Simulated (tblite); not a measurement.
## Si$_{3}$H$_{2}$O$_{6}$ (charge +1): geometry relaxation

- system: Si$_{3}$H$_{2}$O$_{6}$ (hydroxylated trisilicon oxide cation), charge +1, multiplicity 2
- method: GFN2-xTB geometry optimisation, gas phase (tblite 0.8.0)

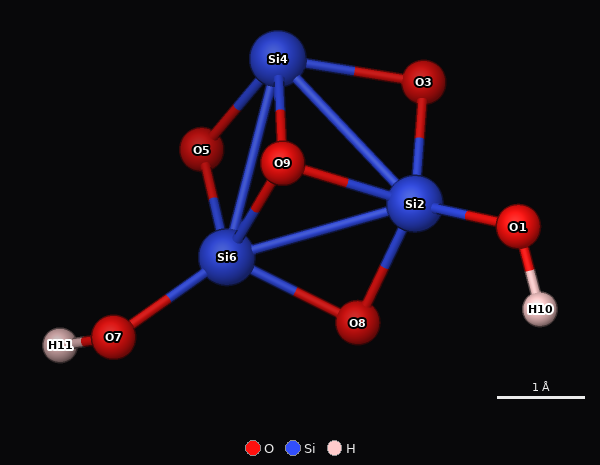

Figure 1. The input geometry (ball-and-stick view, seen at a tilt; atoms are numbered from 1 in the order of the input).

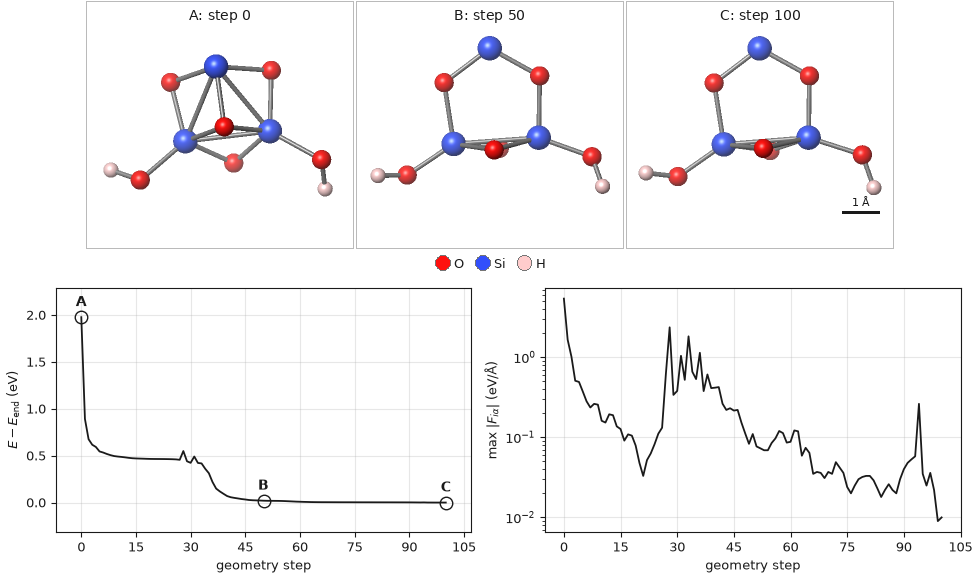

Figure 2. Frames of the relaxation (ball-and-stick view, seen on its broad side) above the curves, on which the letters mark them (steps are counted from 0).

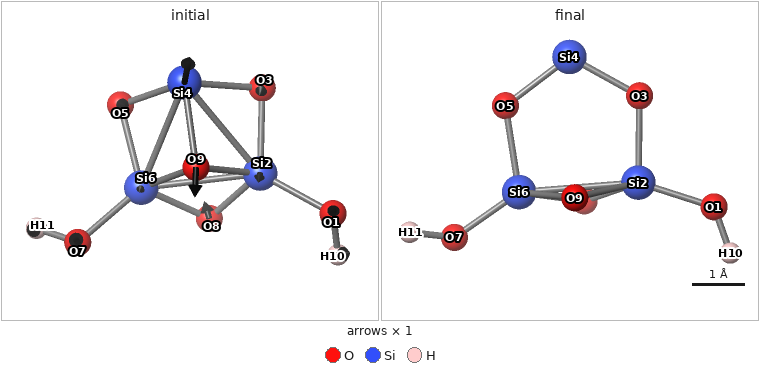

Figure 3. Before (left) and after (right) the relaxation, at one scale (ball-and-stick view, seen on its broad side). The black arrows give the displacements, at true length. The atom that moves furthest after the best rigid fit is Si4 (0.88 Å). By element the largest moves are Si 0.88 Å, O 0.60 Å, H 0.42 Å. Distances before and after: Si4–O9 1.740 → 3.024 Å, Si4–Si6 2.377 → 2.826 Å, Si2–Si4 2.413 → 2.812 Å, O3–Si4 1.730 → 1.575 Å. Bonds break: Si4–O9 (1.74 → 3.02 Å). Among the angles that change: Si4–O5–Si6 88.3° → 118.2°, Si2–O3–Si4 90.0° → 118.2°, Si2–O1–H10 106.2° → 127.2°. Over 100 geometry steps the energy falls by 1.977 eV. The largest force component goes from 5.4 to 0.01 eV/Å. (Atoms are counted from 1 in the order of the input.)

The input and output of the run follow.

The input:
```
{"job": {"kind": "relax", "xc": "GFN2-xTB", "basis": "xTB"}, "charge": 1, "multiplicity": 2}
O      2.632000    -0.901600     0.299300
Si     1.247800    -0.049000    -0.228600
O      1.437000     1.573600    -0.630400
Si     0.007200     1.961500     0.262100
O     -1.372600     1.509800    -0.660400
Si    -1.103700    -0.092000    -0.185000
O     -2.409700    -0.957400     0.435400
O      0.083600    -0.955200    -1.046300
O      0.111700     0.371400     0.961900
H      2.600200    -1.788800    -0.149200
H     -3.227900    -0.669600    -0.044800
```

The first line tells a small driver script what to run in tblite; the rest is the geometry in Å.

Launch command:
```bash
OMP_NUM_THREADS=1 python <driver script> task.json out
```

The program's output:
```
step      E/eV     max force
  0    -828.66207    5.843
  1    -829.74778    2.019
  2    -829.96372    1.232
  3    -830.02238    0.563
  4    -830.04615    0.506
  5    -830.09387    0.439
  6    -830.10545    0.297
  7    -830.12066    0.322
  8    -830.13322    0.351
  9    -830.14307    0.278
 10    -830.14820    0.177
 11    -830.15222    0.178
 12    -830.15684    0.248
 13    -830.16210    0.235
 14    -830.16626    0.190
 15    -830.16851    0.140
 16    -830.16989    0.105
 17    -830.17118    0.114
 18    -830.17264    0.106
 19    -830.17373    0.079
 20    -830.17424    0.048
 21    -830.17449    0.042
 22    -830.17474    0.056
 23    -830.17516    0.064
 24    -830.17583    0.084
 25    -830.17684    0.111
 26    -830.17862    0.136
 27    -830.18301    0.626
 28    -830.08962    2.589
 29    -830.19854    0.401
 30    -830.21531    0.444
 31    -830.14799    1.046
 32    -830.21658    0.538
 33    -830.22153    2.069
 34    -830.27849    0.698
 35    -830.32585    0.556
 36    -830.41969    1.335
 37    -830.48993    0.478
 38    -830.51988    0.765
 39    -830.54507    0.431
 40    -830.56936    0.514
 41    -830.58215    0.474
 42    -830.58912    0.295
 43    -830.59516    0.254
 44    -830.60151    0.261
 45    -830.60611    0.264
 46    -830.61163    0.232
 47    -830.61431    0.166
 48    -830.61578    0.116
 49    -830.61721    0.114
 50    -830.61909    0.128
 51    -830.62009    0.096
 52    -830.62051    0.079
 53    -830.62075    0.076
 54    -830.62117    0.078
 55    -830.62202    0.107
 56    -830.62343    0.127
 57    -830.62521    0.157
 58    -830.62707    0.135
 59    -830.62897    0.111
 60    -830.63025    0.123
 61    -830.63164    0.143
 62    -830.63255    0.131
 63    -830.63373    0.069
 64    -830.63431    0.079
 65    -830.63471    0.068
 66    -830.63499    0.049
 67    -830.63509    0.040
 68    -830.63521    0.039
 69    -830.63537    0.035
 70    -830.63556    0.041
 71    -830.63569    0.038
 72    -830.63575    0.051
 73    -830.63580    0.043
 74    -830.63585    0.037
 75    -830.63602    0.026
 76    -830.63611    0.023
 77    -830.63617    0.028
 78    -830.63620    0.033
 79    -830.63626    0.035
 80    -830.63633    0.033
 81    -830.63642    0.033
 82    -830.63647    0.030
 83    -830.63651    0.025
 84    -830.63654    0.021
 85    -830.63660    0.022
 86    -830.63668    0.026
 87    -830.63675    0.027
 88    -830.63682    0.027
 89    -830.63689    0.037
 90    -830.63700    0.048
 91    -830.63722    0.057
 92    -830.63759    0.063
 93    -830.63801    0.077
 94    -830.63736    0.303
 95    -830.63861    0.042
 96    -830.63876    0.026
 97    -830.63888    0.042
 98    -830.63889    0.026
 99    -830.63891    0.011
100    -830.63893    0.010
```

Trajectory as extended XYZ (Å, eV, eV/Å), 10 of the 101 frames kept, from step=0 to step=100:
```
11
Properties=species:S:1:pos:R:3:forces:R:3 step=0 energy=-828.66207
O     2.6320   -0.9016    0.2993   -3.6250   0.7110  -2.0680
Si    1.2478   -0.0490   -0.2286    5.3980  -2.2140  -0.3110
O     1.4370    1.5736   -0.6304   -1.7630  -1.2450   1.1740
Si    0.0072    1.9615    0.2621    0.4240   2.0150  -1.3480
O    -1.3726    1.5098   -0.6604    1.8450  -1.4080   1.6000
Si   -1.1037   -0.0920   -0.1850   -4.0180  -3.0320  -0.3710
O    -2.4097   -0.9574    0.4354    1.8340   2.4950  -2.1390
O     0.0836   -0.9552   -1.0463   -0.4010   2.3370   1.5640
O     0.1117    0.3714    0.9619   -0.8440   0.1360   0.2610
H     2.6002   -1.7888   -0.1492    0.5410   0.8580   0.7960
H    -3.2279   -0.6696   -0.0448    0.6090  -0.6540   0.8420
11
Properties=species:S:1:pos:R:3:forces:R:3 step=11 energy=-830.15222
O     2.5635   -0.9243    0.1813   -0.0570   0.0780  -0.0410
Si    1.2988   -0.0855   -0.2033   -0.0790  -0.0740   0.0090
O     1.4050    1.5163   -0.5845    0.0810  -0.0520   0.0220
Si    0.0415    2.0753    0.1403    0.1530  -0.0510  -0.0270
O    -1.2945    1.4930   -0.5961   -0.0510   0.0720   0.0720
Si   -1.1620   -0.1079   -0.1874    0.0600  -0.0040  -0.0100
O    -2.4051   -0.9221    0.2995    0.0290   0.0080  -0.0520
O     0.0576   -0.7792   -1.0422   -0.0450  -0.1150  -0.1280
O     0.0747    0.3531    0.9921   -0.1450   0.0260   0.0470
H     2.7522   -1.8400   -0.0518   -0.0300   0.1360   0.0500
H    -3.3263   -0.7759    0.0661    0.0840  -0.0230   0.0590
11
Properties=species:S:1:pos:R:3:forces:R:3 step=22 energy=-830.17474
O     2.5655   -0.8864    0.1635    0.0020  -0.0160  -0.0020
Si    1.2502   -0.1303   -0.2056    0.0250   0.0190  -0.0180
O     1.4282    1.4782   -0.5751   -0.0010  -0.0160   0.0080
Si    0.0947    2.0975    0.1145   -0.0250   0.0130  -0.0120
O    -1.2771    1.5433   -0.5725   -0.0140   0.0220   0.0240
Si   -1.1802   -0.0714   -0.1984    0.0220  -0.0520   0.0020
O    -2.3905   -0.9495    0.2500   -0.0260   0.0060  -0.0110
O     0.0151   -0.7674   -1.0850    0.0020   0.0050  -0.0290
O     0.0473    0.3039    0.9860    0.0160  -0.0120  -0.0090
H     2.7830   -1.8083    0.0076   -0.0030   0.0130   0.0300
H    -3.3307   -0.8071    0.1291    0.0000   0.0190   0.0160
11
Properties=species:S:1:pos:R:3:forces:R:3 step=33 energy=-830.22153
O     2.5940   -0.8179    0.1058    0.3560  -1.1850   0.0840
Si    1.2065   -0.2197   -0.3199    0.1740  -0.0730   0.0550
O     1.3962    1.4531   -0.5633   -0.1950   0.1370   0.3260
Si    0.1392    2.2933   -0.0745   -0.2070  -0.1400  -0.6990
O    -1.2687    1.5958   -0.3536    0.5580  -0.3310   0.2970
Si   -1.1478   -0.1364   -0.1781   -0.5040  -0.0330  -0.2680
O    -2.4700   -0.9725   -0.0013   -1.2690   0.7780   0.6790
O    -0.0366   -0.6164   -1.3540    0.0010   0.2520   0.7280
O     0.0829   -0.1255    0.9196   -0.2120  -0.3160   0.1840
H     2.8668   -1.7300    0.4052   -0.5260   1.3300  -0.5090
H    -3.3570   -0.7212    0.4282    1.8260  -0.4180  -0.8780
11
Properties=species:S:1:pos:R:3:forces:R:3 step=44 energy=-830.60151
O     2.6181   -0.8742   -0.0713    0.0440   0.0960  -0.1090
Si    1.2036   -0.2213   -0.1966   -0.0610  -0.0140   0.0360
O     1.3981    1.4513   -0.3886    0.0790   0.0920   0.0000
Si    0.1036    2.3460   -0.4161   -0.0230   0.1680   0.0250
O    -1.2434    1.5541   -0.2182   -0.0360  -0.1110  -0.1490
Si   -1.1518   -0.1661   -0.1435    0.0090   0.1210   0.2310
O    -2.5301   -0.9069   -0.1122    0.2210   0.0480  -0.0930
O    -0.0177   -0.5038   -1.3004   -0.0030  -0.1610   0.0490
O     0.0557   -0.3071    0.9995   -0.1500  -0.1280  -0.0230
H     2.8556   -1.6593    0.4212    0.0080  -0.1220  -0.0040
H    -3.2862   -0.7101    0.4401   -0.0880   0.0100   0.0340
11
Properties=species:S:1:pos:R:3:forces:R:3 step=56 energy=-830.62343
O     2.6092   -0.8714   -0.0974    0.0920  -0.0060   0.0510
Si    1.1913   -0.2184   -0.1448   -0.0030  -0.0510  -0.0740
O     1.4023    1.4534   -0.3656   -0.0150   0.0770   0.0060
Si    0.1199    2.3667   -0.4243    0.0040  -0.0150  -0.0380
O    -1.2338    1.5676   -0.2920    0.0190   0.0260   0.0120
Si   -1.1545   -0.1339   -0.1151   -0.0940  -0.0450   0.0730
O    -2.5314   -0.8701   -0.1411    0.0340  -0.0090  -0.0030
O    -0.0202   -0.5535   -1.2403    0.0970   0.0150  -0.0210
O     0.0356   -0.2692    1.0468   -0.0870   0.0190   0.0360
H     2.8652   -1.6873    0.3362   -0.0150  -0.0270  -0.0530
H    -3.2783   -0.7812    0.4515   -0.0310   0.0170   0.0120
11
Properties=species:S:1:pos:R:3:forces:R:3 step=67 energy=-830.63509
O     2.6251   -0.8302    0.0075   -0.0150   0.0010  -0.0090
Si    1.1953   -0.2059   -0.1013    0.0020   0.0000   0.0180
O     1.4048    1.4625   -0.3543    0.0010   0.0090  -0.0100
Si    0.1185    2.3625   -0.4793    0.0090   0.0100   0.0010
O    -1.2327    1.5646   -0.3271   -0.0110   0.0130  -0.0060
Si   -1.1557   -0.1316   -0.0962    0.0080   0.0010  -0.0070
O    -2.5389   -0.8540   -0.1450    0.0140  -0.0370   0.0080
O     0.0019   -0.5756   -1.1991    0.0070   0.0040   0.0020
O     0.0180   -0.2297    1.0789   -0.0230  -0.0120   0.0100
H     2.8441   -1.7503    0.1631    0.0090  -0.0100  -0.0060
H    -3.2750   -0.8095    0.4667   -0.0020   0.0220   0.0000
11
Properties=species:S:1:pos:R:3:forces:R:3 step=78 energy=-830.63620
O     2.6230   -0.8344    0.0174   -0.0090   0.0300  -0.0110
Si    1.1968   -0.2018   -0.0893   -0.0050   0.0090   0.0020
O     1.3992    1.4673   -0.3490    0.0130   0.0050   0.0040
Si    0.1110    2.3641   -0.4789    0.0120   0.0000  -0.0050
O    -1.2397    1.5623   -0.3389    0.0050  -0.0070  -0.0030
Si   -1.1533   -0.1338   -0.1046   -0.0060  -0.0050   0.0150
O    -2.5268   -0.8766   -0.1315    0.0100  -0.0080   0.0070
O     0.0111   -0.5760   -1.1968   -0.0010  -0.0020  -0.0030
O     0.0125   -0.2225    1.0811    0.0000  -0.0100   0.0000
H     2.8395   -1.7605    0.1355    0.0060  -0.0170   0.0020
H    -3.2679   -0.7855    0.4689   -0.0240   0.0050  -0.0080
11
Properties=species:S:1:pos:R:3:forces:R:3 step=89 energy=-830.63689
O     2.6268   -0.8291    0.0074   -0.0110   0.0260  -0.0050
Si    1.1988   -0.1988   -0.0878   -0.0090  -0.0100  -0.0050
O     1.4016    1.4701   -0.3449   -0.0140   0.0010  -0.0010
Si    0.1098    2.3617   -0.4774    0.0000  -0.0070  -0.0070
O    -1.2384    1.5543   -0.3432   -0.0060   0.0020   0.0110
Si   -1.1521   -0.1419   -0.1026   -0.0090   0.0060   0.0270
O    -2.5220   -0.8920   -0.1069    0.0170   0.0000  -0.0120
O     0.0127   -0.5787   -1.1951    0.0020  -0.0040   0.0000
O     0.0161   -0.2257    1.0825    0.0050   0.0030   0.0000
H     2.8381   -1.7562    0.1250    0.0220  -0.0300   0.0040
H    -3.2860   -0.7610    0.4569    0.0020   0.0120  -0.0120
11
Properties=species:S:1:pos:R:3:forces:R:3 step=100 energy=-830.63893
O     2.6404   -0.8203   -0.0214   -0.0030   0.0050   0.0000
Si    1.2047   -0.2050   -0.0959   -0.0030  -0.0040  -0.0010
O     1.3902    1.4646   -0.3668    0.0000   0.0010   0.0020
Si    0.0923    2.3493   -0.4791    0.0000  -0.0020   0.0010
O    -1.2495    1.5379   -0.3090    0.0000  -0.0020  -0.0010
Si   -1.1461   -0.1572   -0.0646   -0.0050   0.0000  -0.0010
O    -2.5087   -0.9198   -0.0523   -0.0020   0.0010   0.0020
O     0.0007   -0.5948   -1.1777    0.0100  -0.0010   0.0000
O     0.0429   -0.2311    1.0975    0.0030   0.0000  -0.0030
H     2.8702   -1.7421    0.1079    0.0020  -0.0010  -0.0010
H    -3.3318   -0.6790    0.3754   -0.0020   0.0030   0.0010
```

Results in brief:

```json
{"quantity": "outcome", "value": "converged"}
{"quantity": "total energy", "value": "−830.6389 eV"}
{"quantity": "hardware", "value": "1 CPU thread, shared host"}
{"quantity": "wall time", "value": "0.89 s"}
{"quantity": "peak memory", "value": "0.18 GiB"}
```
